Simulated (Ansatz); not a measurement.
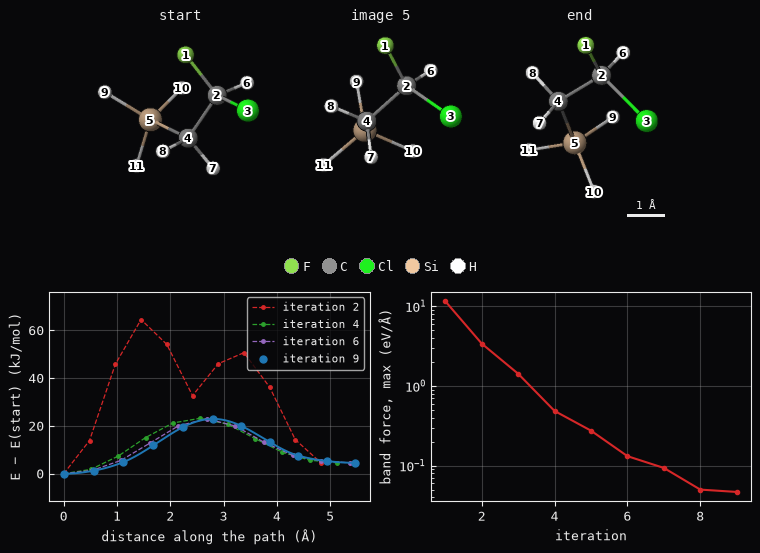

A search for the minimum-energy path of C$_{2}$H$_{6}$ClFSi by the nudged elastic band. Images are numbered from 0 (start) to 10 (end). The plot follows the band through its iterations. The picture is a ball-and-stick view, seen from a free direction.

Computed with Ansatz 0.2.0, RKS r2SCANh-D4/6-31G. Settings: 9 movable images; climbing image; force threshold 0.05 eV/Å; iteration limit 53; starting path through a guess of the saddle point.

> Judge this run.

The result is final at these settings. The band converged in 9 iterations. The largest component of the band force went from 12 to 0.047 eV/Å. The climbing image converged on the top of the path. Its vibrational analysis gives one imaginary mode (92i cm⁻¹), as a transition state must have. The first iteration put the highest image at 302.1 kJ/mol. The energy climbs by 23.0 kJ/mol to image 5 and then falls by 18.4 kJ/mol, so the end point sits at +4.6 kJ/mol.

The run took 3.2 min on 1 thread of AMD EPYC 9B45 (Zen 5), on a shared host, peak memory 0.2 GiB.
